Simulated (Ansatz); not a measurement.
# BH2Cl (SMILES BCl): BLYP/def2-TZVP

What is the electronic atomisation energy of BH2Cl at BLYP/def2-TZVP? 

Program for the calculation: Ansatz 0.2.0.

44 further runs of the same task are left out: 44 set aside as unsound or not needed.

## (1) The molecule

BH2Cl has 4 atoms, charge 0, and is taken as a singlet. SMILES: `BCl`. The shape is that of a PBE0-D4/def2-TZVP optimisation.

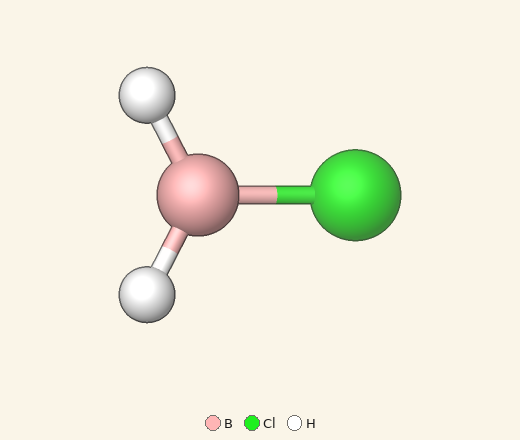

Viewed from a chosen angle; boron pink, chlorine green, hydrogen white.

## (2) A single-point energy at BLYP/def2-TZVP

File molecule.yaml:

```yaml
basis:
  gaussian:
    orbitals: def2-TZVP
crystal:
  periodic: [false, false, false]
  atoms:
    - symbol: B
      position_ang: [-0.116700, 0.021700, -0.075300]
    - symbol: Cl
      position_ang: [1.365000, -0.395300, 0.721200]
    - symbol: H
      position_ang: [-1.106200, -0.559500, 0.240400]
    - symbol: H
      position_ang: [-0.086600, 0.872800, -0.906600]
hamiltonian:
  xc: {name: BLYP}
accuracy: high
output: {orbitals: {seedname: orbitals}}
```

Run with:

```
$ ansatz run molecule.yaml --threads 1 --pin off --max-ram 3480MiB --events-out events.jsonl --progress --plain --runs-dir runs
```

Standard output:

```text
Warning: RAYON_NUM_THREADS=1 ignored (pool sized by the plan → 1); use --threads N
Functional definition: BLYP
  name "BLYP"
  parameter beta = 0.0042
  parameter a = 0.04918
  parameter b = 0.132
  parameter c = 0.2533
  parameter d = 0.349
  exchange = b88_x(beta = beta)
  correlation = lyp_c(a = a, b = b, c = c, d = d)
1294 factors; integrals over basis functions are off by at most 4.0e-9 eV
mean field evaluation 1: about -13229.4159 eV, gradient 2.8e1 eV
mean field evaluation 2: about -13227.0656 eV, gradient 3.9e1 eV
mean field evaluation 4: about -13232.0094 eV, gradient 1.6e0 eV
mean field evaluation 8: about -13232.0111 eV, gradient 6.7e-2 eV
mean field evaluation 16: about -13232.0112 eV, gradient 2.4e-6 eV
mean field -13232.01115125 eV, -486.2674408292 hartree, gradient 3.7e-8 eV, S^2 0.000000; 0 other end points of the search recorded, 0 dependent functions left out
reference -13232.01119515 eV, -486.2674424426 hartree; 12, 12 occupied and 68, 68 virtual orbitals, 1294 factors
Total energy: -13232.01119515 eV, -486.2674424426 hartree
```

Run time: 2.3 s. Hardware: 1 thread of Arm Neoverse V2, shared host; peak memory 0.14 GiB.

## (3) The B atom, same level

File job.yaml:

```yaml
crystal:
  periodic: [false, false, false]
  atoms:
    - {symbol: B, position_ang: [0.000000, 0.000000, 0.000000]}
basis:
  gaussian:
    orbitals: def2-TZVP
accuracy: high
hamiltonian:
  xc: {name: BLYP}
magnetization:
  spin_polarized: true
  initial_magnetization: 1
```

Run the same way, it converges to -24.65148 Eh (log not shown).

## (4) The Cl atom at the same level

File input.yaml:

```yaml
crystal:
  periodic: [false, false, false]
  atoms:
    - {symbol: Cl, position_ang: [0.000000, 0.000000, 0.000000]}
basis:
  gaussian:
    orbitals: def2-TZVP
magnetization:
  spin_polarized: true
  initial_magnetization: 1
hamiltonian:
  xc: {name: BLYP}
accuracy: high
```

Run the same way, it converges to -460.15031 Eh (log not shown).

## (5) The H atom, same level

File in.yaml:

```yaml
crystal:
  periodic: [false, false, false]
  atoms:
    - symbol: H
      position_ang: [0.000000, 0.000000, 0.000000]
basis:
  gaussian: {orbitals: def2-TZVP}
magnetization: {spin_polarized: true, initial_magnetization: 1}
accuracy: high
hamiltonian: {xc: {name: BLYP}}
```

Run the same way, it converges to -0.49755 Eh (log not shown).

## (6) Summary of results

Level: BLYP/def2-TZVP.

```
                     quantity          value
       molecule: total energy  -486.26744 Eh
        molecule: HOMO energy       -7.15 eV
        molecule: LUMO energy       -2.67 eV
      molecule: HOMO–LUMO gap        4.48 eV
         B atom: total energy   -24.65148 Eh
                 B atom: ⟨S²⟩          0.753
        Cl atom: total energy  -460.15031 Eh
                Cl atom: ⟨S²⟩          0.752
         H atom: total energy    -0.49755 Eh
                 H atom: ⟨S²⟩          0.750
electronic atomisation energy      12.804 eV
```

What this shows: Taking the molecule apart into free atoms costs 12.80 eV (1235 kJ/mol), before zero-point energy and without spin-orbit coupling.
